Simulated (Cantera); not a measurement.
Charge: 1 mol SiHCl3, 13 mol N2, held at 48.0 Torr.

Equilibrium computed with Cantera from the NASA thermochemical tables; the gas is ideal and each condensed phase is pure. Candidate condensed phases: NH4Cl, Si, Si3N4; 28 gas species. N2 is the only nitrogen source here; it is nearly inert below about 1500 K, so the nitride shown seldom forms there in practice. The tables' values for SiCl3, SiCl are old estimates; treat these amounts as uncertain. Equilibrium is a limit: real reactors are often held back by kinetics, nucleation or transport.

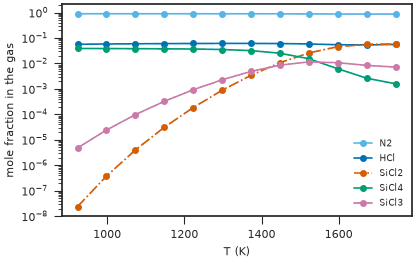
Equilibrium gas composition (values under 1e-9 drawn at 1e-9)

Q: Read off the mole fractions at 1373 K.

A: N2 about 0.89, HCl about 0.061, SiCl4 about 0.032, SiCl3 about 0.0049, SiCl2 about 0.0034.
